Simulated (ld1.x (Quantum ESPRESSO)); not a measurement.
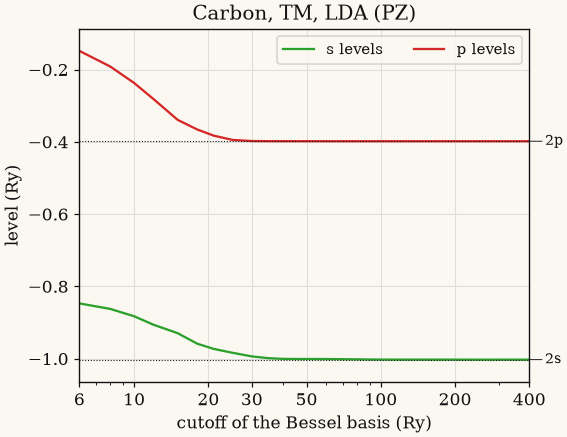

The pseudo-atom Hamiltonian at the reference potential is diagonalised in spherical Bessel functions (20 bohr box) up to the cutoff. Curves: the lowest levels of each channel that holds a bound state. Dotted lines: the all-electron valence levels.

Input of ld1.x (Quantum ESPRESSO) 7.5:

```
 &input
   title='C', zed=6., rel=1, dft='PZ', iswitch=3,
   config='[He] 2s2 2p2',
   nld=2, rlderiv=2.30, eminld=-3.0, emaxld=5.0, deld=0.02
 /
 &inputp
   pseudotype=2, tm=.true., lloc=-1, rcloc=1.95,
   nlcc=.true., new_core_ps=.true.,
   file_pseudopw='C.UPF', file_wfcaegen='ae.wfc', file_wfcncgen='nc.wfc', file_beta='beta', file_chi='chi'
 /
2
2S  1  0   2.00   0.00  1.10  1.10  0.0
2P  2  1   2.00   0.00  2.10  2.10  0.0
 &test
   configts(1)='2s2 2p2'
 /
```

Command:
```bash
ld1.x < C.in > C.out
```

Functional and relativity: LDA (PZ), scalar-relativistic.

Check the spectrum for spurious states.

Answer. No ghost state below the valence levels in the s, p, d, f channels. The curves of the valence states settle on the dotted lines.

Which level is furthest from its value at the highest cutoff when the cutoff is lowest, 6 Ry?

Answer. 2p, by 0.25 Ry, against 0.16 Ry for 2s.

Read the all-electron valence levels.

Answer. 2s: -1.00 Ry; 2p: -0.40 Ry.
